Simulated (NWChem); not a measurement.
# GeHF3 (SMILES [H][Ge]([F])([F])[F]) at 3 levels

Wanted: a comparison of 3 runs (HF/STO-3G, HF/3-21G, B3LYP/6-31G*) of GeHF3. 

The calculation is run with NWChem 7.3.0.

### 1 Starting point

The species is GeHF3 (5 atoms), meant as a singlet with charge 0. SMILES: `[H][Ge]([F])([F])[F]`. Geometry: a GFN2-xTB relaxation, a rough one for these elements and not checked as a minimum.

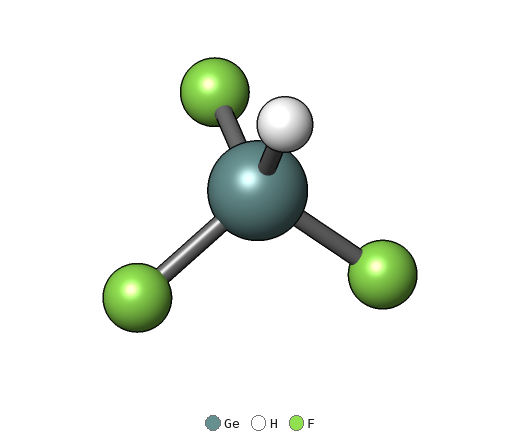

The structure, seen from a chosen angle (germanium teal, hydrogen white, fluorine green).

### 2 Energy and forces at HF/STO-3G (run 1)

Contents of f3geh.nw:

```
echo
start f3geh
title "F3GeH gradient"
memory total 2200 mb

geometry units angstrom noautosym nocenter noautoz
  Ge       0.000920      -0.001670       0.118450
  H        0.011040      -0.017810       1.592040
  F        1.549740       0.011230      -0.580670
  F       -0.784210       1.348770      -0.549740
  F       -0.777490      -1.340510      -0.580070
end

basis spherical bse
  Ge library STO-3G
  H library STO-3G
  F library STO-3G
end

scf
  thresh 1e-08
  maxiter 80
end

task scf gradient
```

Launch:

```
nwchem f3geh.nw > f3geh.out
```

Log:

```text
[...]
  functions       =    34
[...]
  wavefunction    = RHF
[...]
         Total SCF energy =  -2346.484423185128
      One-electron energy =  -3963.200235804714
      Two-electron energy =   1282.971186528838
 Nuclear repulsion energy =    333.744626090749
        Time for solution =      1.6s
[...]
                         RHF ENERGY GRADIENTS
    atom               coordinates                        gradient
                 x          y          z           x          y          z
   1 Ge      0.001739  -0.003156   0.223838   -0.000043  -0.000267   0.010960
   2 H       0.020863  -0.033656   3.008519    0.000111  -0.000151   0.016873
   3 F       2.928584   0.021222  -1.097307    0.013985   0.000208  -0.009414
   4 F      -1.481942   2.548806  -1.038858   -0.007035   0.012062  -0.009079
   5 F      -1.469243  -2.533197  -1.096173   -0.007018  -0.011851  -0.009340
[...]
```

Run time: 2.6 s. Hardware: 1 thread of INTEL XEON PLATINUM 8581C at 2.30GHz (Emerald Rapids), shared host; peak memory 0.098 GiB.

### 3 Energy and forces at HF/3-21G (run 2)

Contents of f3geh.nw:

```
start f3geh
title "GeHF3"
memory total 2200 mb
charge 0

geometry units angstroms noautosym nocenter noautoz
 Ge       0.000920      -0.001670       0.118450
 H        0.011040      -0.017810       1.592040
 F        1.549740       0.011230      -0.580670
 F       -0.784210       1.348770      -0.549740
 F       -0.777490      -1.340510      -0.580070
end

basis "ao basis" spherical bse
 * library 3-21G
end

scf
 thresh 1e-08
 maxiter 80
 print low
end

task scf gradient
```

Launch:

```
nwchem f3geh.nw > f3geh.out
```

Log:

```text
[...]
  functions       =    51
[...]
  wavefunction    = RHF
[...]
         Total SCF energy =  -2362.786523947339
      One-electron energy =  -3964.393243021326
      Two-electron energy =   1267.862092983238
 Nuclear repulsion energy =    333.744626090749
        Time for solution =      1.8s
[...]
                         RHF ENERGY GRADIENTS
    atom               coordinates                        gradient
                 x          y          z           x          y          z
   1 Ge      0.001739  -0.003156   0.223838    0.000111  -0.000632   0.042338
   2 H       0.020863  -0.033656   3.008519   -0.000079   0.000149  -0.010006
   3 F       2.928584   0.021222  -1.097307    0.018899   0.000248  -0.010970
   4 F      -1.481942   2.548806  -1.038858   -0.009482   0.016265  -0.010503
   5 F      -1.469243  -2.533197  -1.096173   -0.009450  -0.016030  -0.010859
 Task  times  cpu:        2.4s     wall:        2.4s
 Total times  cpu:        2.4s     wall:        2.4s
```

It took 2.9 s on 1 thread of INTEL XEON PLATINUM 8581C at 2.30GHz (Emerald Rapids), shared host; peak memory 0.098 GiB.

### 4 Energy and forces at B3LYP/6-31G(d) (Cartesian functions) (run 3)

Contents of f3geh.nw:

```
start f3geh
title "GeHF3"
memory total 2200 mb
geometry units angstroms noautosym nocenter noautoz
   Ge    0.000920   -0.001670    0.118450
   H     0.011040   -0.017810    1.592040
   F     1.549740    0.011230   -0.580670
   F    -0.784210    1.348770   -0.549740
   F    -0.777490   -1.340510   -0.580070
end
basis
   Ge library 6-31G*
   H library 6-31G*
   F library 6-31G*
end
dft
   xc b3lyp
   grid xfine
   convergence energy 1e-08
   iterations 100
   mulliken
   print low
end
task dft gradient
```

Launch:

```
nwchem f3geh.nw > f3geh.out
```

Log:

```text
[...]
 d= 0,ls=0.0,diis     1  -2376.8559258514 -2.71D+03  2.47D-02  1.89D+00     2.3
[...]
 d= 0,ls=0.0,diis     8  -2376.9866208119  4.55D-09  3.08D-06  2.50D-07    14.6
         Total DFT energy =    -2376.986620811863
      One electron energy =    -3977.341137846515
           Coulomb energy =     1377.591373251249
    Exchange-Corr. energy =     -110.981482307346
 Nuclear repulsion energy =      333.744626090749
[...]
      Total Density - Mulliken Population Analysis
     ---------------------------------------------
    Atom       Charge   Shell Charges
 -----------   ------   -------------------------------------------------------
    1 Ge  32    30.94   2.00  1.99  6.00  1.93  5.99  1.18  1.49  0.06  0.15  6.96  2.96  0.25
    2 H    1     0.93   0.49  0.43
    3 F    9     9.38   1.99  0.95  3.30  0.96  2.11  0.07
    4 F    9     9.38   1.99  0.95  3.30  0.96  2.11  0.07
    5 F    9     9.38   1.99  0.95  3.30  0.96  2.11  0.07
[...]
                         DFT ENERGY GRADIENTS
    atom               coordinates                        gradient
                 x          y          z           x          y          z
   1 Ge      0.001739  -0.003156   0.223838   -0.000081  -0.000266   0.014315
   2 H       0.020863  -0.033656   3.008519   -0.000153   0.000260  -0.021186
   3 F       2.928584   0.021222  -1.097307   -0.014492  -0.000021   0.002329
   4 F      -1.481942   2.548806  -1.038858    0.007413  -0.012786   0.002120
   5 F      -1.469243  -2.533197  -1.096173    0.007313   0.012813   0.002422
 Task  times  cpu:       19.1s     wall:       19.1s
 Total times  cpu:       19.1s     wall:       19.1s
```

Wall time 20 s (1 thread of INTEL XEON PLATINUM 8581C at 2.30GHz (Emerald Rapids), shared host); peak memory 0.14 GiB.

### 5 Overview of the runs

```csv
run,level,Cartesian functions,iteration cap,energy (Eh),largest force (eV/Å),wall time
1,HF/STO-3G,no,80,-2346.484423,0.868,2.6 s
2,HF/3-21G,no,80,-2362.786524,2.177,2.9 s
3,B3LYP/6-31G* (Cartesian functions),yes,100,-2376.986621,1.090,20 s
```

### 6 Outcome

| quantity | value |
| --- | --- |
| run 3: total energy | -2376.98662 Eh |
| run 3: largest force on an atom | 1.090 eV/Å |

In run 1 the basis is minimal, so the values are rough. All runs together took 25 s, the longest 20 s.
